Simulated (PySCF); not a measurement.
## C₄H₉NO₂Si: NMR shielding calculation

The run: NMR shielding calculation of C₄H₉NO₂Si, SMILES O=CN1CCC[Si@@H]1O. Method and program: GIAO PBE0/pcSseg-1 NMR shielding, non-relativistic, gas phase (PySCF 2.14.0).

The geometry comes from this level: GFN2-xTB. It belongs to a series of runs on one base structure; here: H on N replaced by CHO. Figures and captions count atoms from 1; the log counts them from 0 in places.

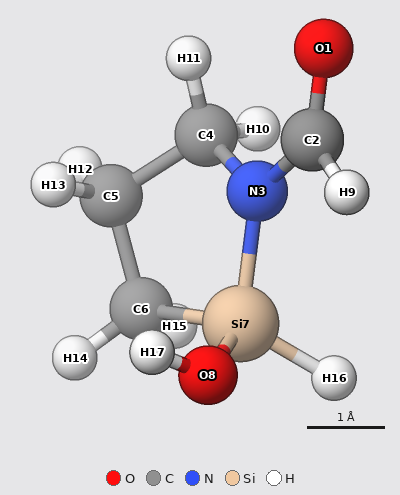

**Figure 1.** The structure as given in the input (ball-and-stick view, seen at a tilt; atoms are numbered from 1 in the order of the input).

Summary

| quantity | value |
| --- | --- |
| outcome | converged |
| total energy | −652.043081 hartree |
| HOMO | −7.35 eV |
| LUMO | 0.34 eV |
| dipole moment | 3.95 D |
| isotropic shielding, O | −121.0 to 289.7 ppm |
| isotropic shielding, C | 23.1 to 171.7 ppm |
| isotropic shielding, N | 109.1 ppm |
| isotropic shielding, Si | 360.8 ppm |
| isotropic shielding, H | 23.2 to 31.0 ppm |
| hardware | 1 CPU thread, shared host |
| wall time | 61 s |
| peak memory | 0.84 GiB |

Input
```
{"job": {"kind": "nmr", "xc": "PBE0", "basis": "pcSseg-1"}, "charge": 0, "multiplicity": 1}
O      2.535306    -1.689500    -0.804502
C      2.154626    -0.654086    -0.316026
N      0.886892    -0.350050     0.013843
C     -0.161503    -1.336318    -0.197628
C     -1.449408    -0.566052    -0.469854
C     -1.512394     0.596753     0.528384
Si     0.300555     1.129976     0.746999
O      0.833449     2.458214    -0.010617
H      2.836830     0.187773    -0.094979
H     -0.264981    -1.949832     0.703378
H      0.123884    -1.987798    -1.025877
H     -2.314694    -1.223963    -0.388747
H     -1.417206    -0.171709    -1.487647
H     -2.177018     1.382279     0.173849
H     -1.922591     0.245040     1.474164
H      0.793459     1.339874     2.096370
H      0.747797     2.601429    -0.951018
```

The first line tells a small driver script what to run in PySCF; the rest is the geometry in Å.

Run as:
```bash
OMP_NUM_THREADS=1 python <driver script> task.json out
```

The program's output
```
coarse grid: 14784 points
cycle   1  E = -651.7643960440  dE =  1.333e+00  |g| = 1.057e+00  |ddm| = 3.740e+00
cycle   2  E = -651.2154718617  dE =  5.489e-01  |g| = 1.981e+00  |ddm| = 2.388e+00
cycle   3  E = -651.9577142346  dE = -7.422e-01  |g| = 3.077e-01  |ddm| = 1.816e+00
cycle   4  E = -651.9755111740  dE = -1.780e-02  |g| = 1.002e-01  |ddm| = 2.849e-01
cycle   5  E = -651.9772860403  dE = -1.775e-03  |g| = 2.219e-02  |ddm| = 7.646e-02
cycle   6  E = -651.9773861503  dE = -1.001e-04  |g| = 6.998e-03  |ddm| = 2.024e-02
cycle   7  E = -651.9773968840  dE = -1.073e-05  |g| = 1.565e-03  |ddm| = 6.245e-03
cycle   8  E = -651.9773973730  dE = -4.890e-07  |g| = 5.790e-04  |ddm| = 1.836e-03
final grid: 138520 points
cycle   9  E = -652.0430485369  dE = -2.238e-05  |g| = 1.270e-02  |ddm| = 2.688e-02
cycle  10  E = -652.0429670419  dE =  8.149e-05  |g| = 2.414e-02  |ddm| = 2.528e-02
cycle  11  E = -652.0430795858  dE = -1.125e-04  |g| = 2.478e-03  |ddm| = 1.756e-02
cycle  12  E = -652.0430808657  dE = -1.280e-06  |g| = 3.603e-04  |ddm| = 1.989e-03
cycle  13  E = -652.0430808860  dE = -2.035e-08  |g| = 1.564e-04  |ddm| = 3.633e-04
cycle  14  E = -652.0430808904  dE = -4.391e-09  |g| = 3.371e-05  |ddm| = 1.182e-04
cycle  15  E = -652.0430808906  dE = -1.828e-10  |g| = 1.174e-05  |ddm| = 3.410e-05
```

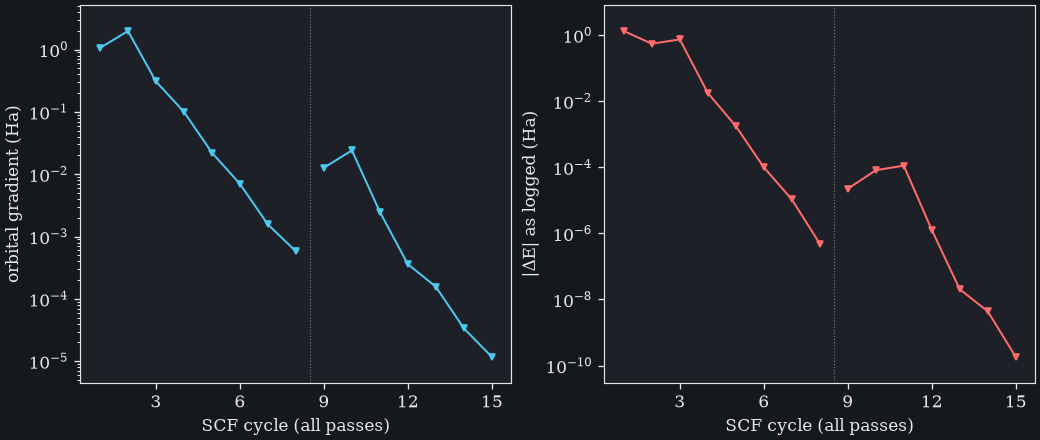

**Figure 2.** Convergence of the self-consistent field: orbital gradient and size of the energy change against the SCF cycle. The dotted line marks the change from a coarse to the final integration grid. The first 8 cycles use a coarse grid, the final grid takes over at cycle 9, and the field converges after 15 cycles in all.

```
converged SCF energy = -652.0430808906

GIAO shielding tensors (ppm)
atom      isotropic    diamagn.    paramagn.     s11        s22        s33       span
  0 O     -121.046     399.686    -520.732   -465.906   -238.760    341.529    807.435
  1 C       23.072     244.177    -221.105    -75.483     47.663     97.036    172.519
  2 N      109.081     335.974    -226.893      2.416    151.073    173.753    171.338
  3 C      142.647     245.823    -103.176    122.452    146.274    159.215     36.762
  4 C      160.690     249.547     -88.858    148.975    160.436    172.658     23.683
  5 C      171.719     256.681     -84.962    160.969    173.988    180.201     19.232
  6 Si     360.814     880.747    -519.932    327.843    361.745    392.855     65.011
  7 O      289.744     388.060     -98.316    259.720    299.741    309.770     50.050
  8 H       23.194      27.506      -4.312     18.220     24.226     27.136      8.916
  9 H       29.124      31.151      -2.028     24.368     26.998     36.005     11.637
 10 H       27.367      31.387      -4.020     22.054     27.243     32.805     10.751
 11 H       29.757      30.521      -0.765     24.551     27.583     37.136     12.585
 12 H       30.257      32.490      -2.233     25.511     28.495     36.765     11.254
 13 H       30.789      31.104      -0.315     26.510     27.877     37.979     11.469
 14 H       30.965      31.599      -0.634     26.225     28.630     38.040     11.815
 15 H       26.716      29.509      -2.793     22.746     24.584     32.818     10.072
 16 H       29.785      32.391      -2.606     22.065     24.617     42.672     20.607
```

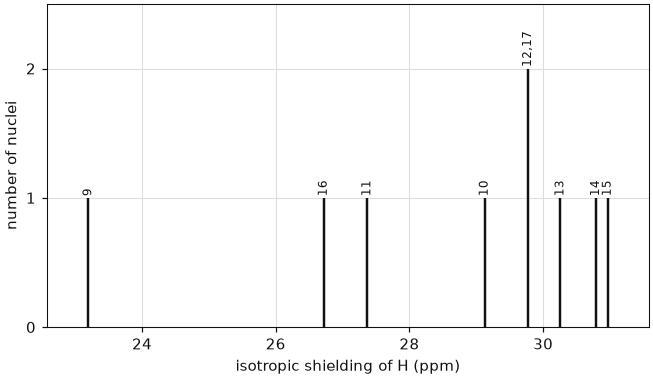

**Figure 3.** Isotropic shieldings of the hydrogen nuclei in this fixed geometry, labelled by atom number; shielding grows to the right, so chemical shift grows to the left. The least shielded is H9 (23.2 ppm), the most shielded H15 (31.0 ppm).

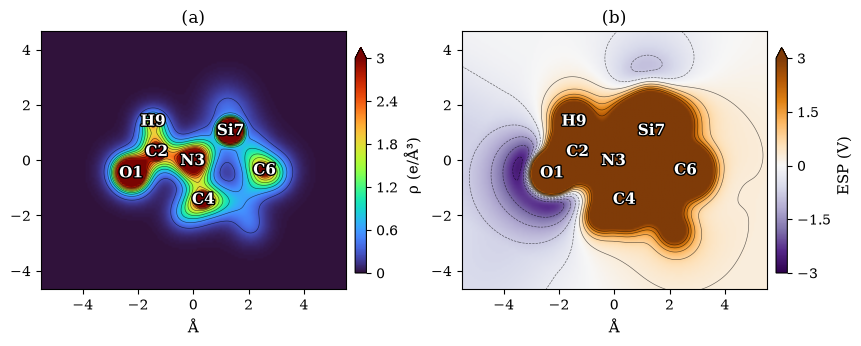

**Figure 4.** (a) electron density; (b) electrostatic potential on the plane of atoms C2, N3 and C4. Atoms in the plane: O, C, N, Si and H. C–O (1.21 Å): ρ at the midpoint is about 3.3 e/Å³. Si–N (1.75 Å): ρ at the midpoint is about 1 e/Å³. C–Si (1.90 Å): ρ is about 0.95 e/Å³ halfway.

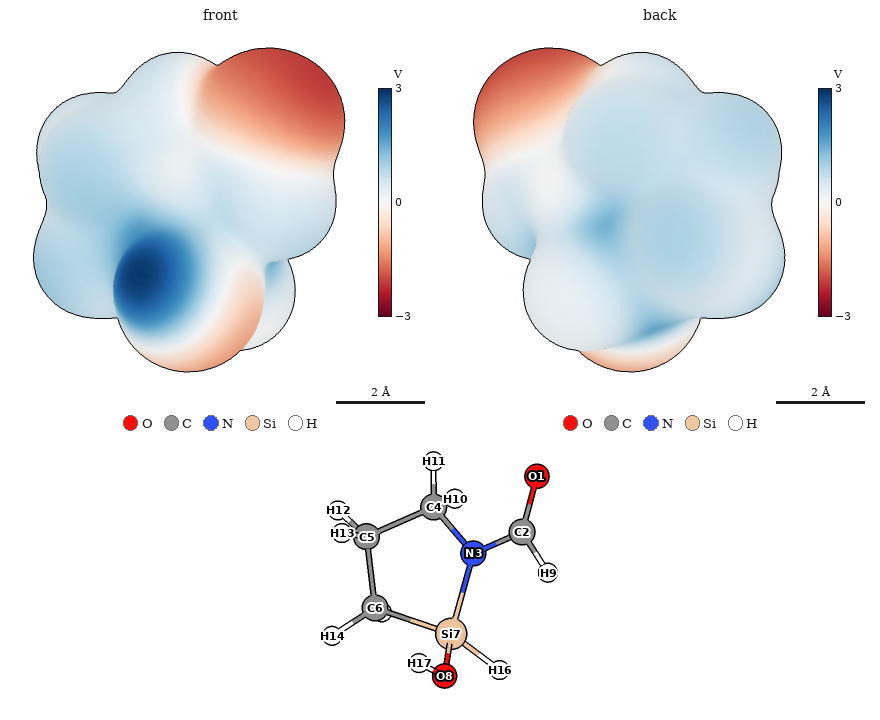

**Figure 5.** The molecular electrostatic potential painted on the density surface at 0.002 e/bohr³, seen at a tilt and from behind; red is negative and blue positive. The bare structure is drawn below in the same view. A positive charge is drawn to the negative regions and a negative charge to the positive ones.
